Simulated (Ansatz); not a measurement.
**How basis sets differ on GeSe (Germanium monoselenide)**

The species is GeSe (2 atoms), meant as a singlet with charge 0. SMILES: `[Ge-]#[Se+]`. Geometry: the measured bond length.

```xyz
2

Ge    0.0000    0.0000    0.0000
Se    0.0000    0.0000    2.1346
```

Each level gives the vertical ionisation energy (to the doublet cation) (eV). The values are calculated.

| level | kind | program | value (eV) | CPU time (all runs) |
| --- | --- | --- | --- | --- |
| RPA@PBE/jorge-DZP | RPA | Ansatz | 9.29 | 11 s |
| RPA@PBE/aug-cc-pVTZ | RPA | Ansatz | 10.00 | 1.8 min |
| RPA@PBE/jorge-TZP | RPA | Ansatz | 9.36 | 23 s |
| RPA@PBE/jorge-QZP | RPA | Ansatz | 9.75 | 63 s |

All-electron rows without a relativistic Hamiltonian named are non-relativistic. The values span 9.29 to 10.00 eV. Times are those of the runs behind each value, whatever else they computed, on shared processors of several kinds: orders of magnitude only.

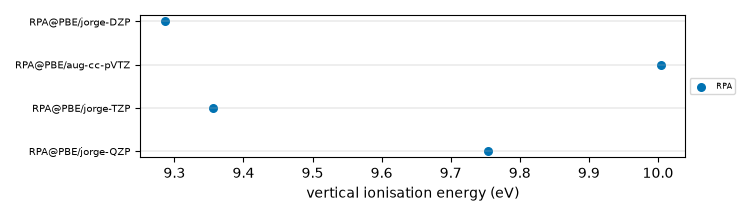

The values of the table, level by level.
